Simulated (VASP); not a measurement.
Band structure of GeSe (space group Pnma). These are PBEsol GGA, VASP's PBE PAW potentials (set 64) (plane waves; VASP 6.6.1) values and carry that method's errors.

Without a dispersion term in the relaxation, distances and binding between the weakly bound layers, chains or molecules are unreliable, and so is what depends on them.

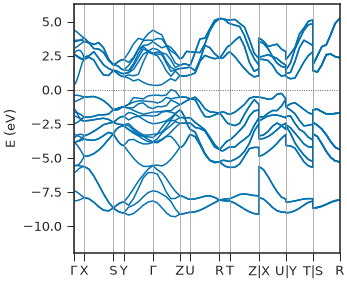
Bands along high-symmetry lines, zero at the valence-band maximum or, without a gap, the Fermi level

### Question
Read the plot: is there a gap, and where are the band edges?

### Answer
The gap is indirect, 0.32 eV, from the valence maximum at Γ-Z at 0.67 to the conduction minimum at Γ-Z at 0.17. (Edges off the drawn lines would not show.)

The structure comes from a computed database's GeSe entry (Pnma); how it stands against other phases isn't given here. It was relaxed first, which changed the volume by -12 %.
